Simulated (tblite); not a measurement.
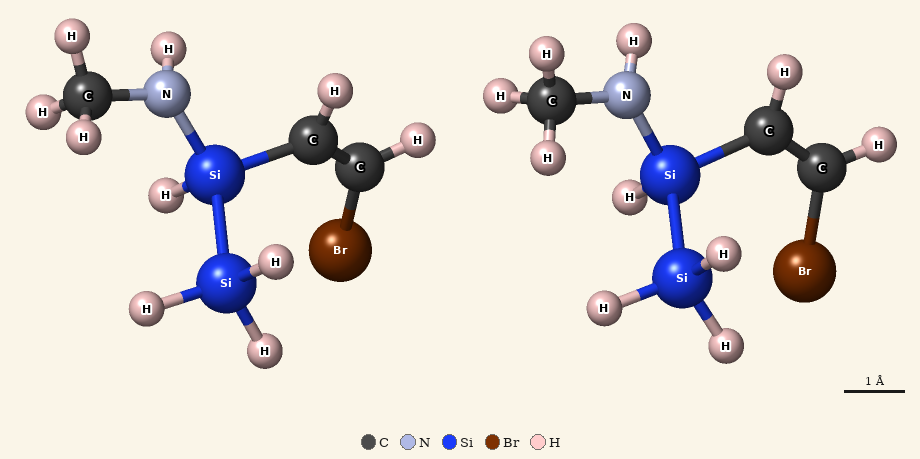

Two geometries of C₃H₁₀BrNSi₂, drawn at one scale. One is the start of a relaxation, the other its converged end. Style: ball-and-stick. Shown at a tilt.

Method: GFN2-xTB geometry optimisation, gas phase (tblite). 

Question: Which geometry has the lower energy?

Answer: The right one is the relaxed one. Over 85 geometry steps the energy falls by 0.316 eV. The atom that moves furthest after the best rigid fit is the Br atom (0.68 Å). Largest moves by element: Br 0.68 Å, H 0.57 Å, C 0.24 Å, Si 0.19 Å, N 0.05 Å. Some distances before and after: Br–Si 3.651 → 3.393 Å, C–Si 1.835 → 1.888 Å, Br–C 1.859 → 1.897 Å, H–Si 1.499 → 1.468 Å. Among the angles between lasting bonds that change: N–Si–H 103.4° → 113.3°, Si–N–H 108.3° → 118.1°, N–Si–Si 115.5° → 108.6°. Cost: 0.53 s on 1 thread of AMD EPYC 9R45 96-Core Processor, on a shared host.
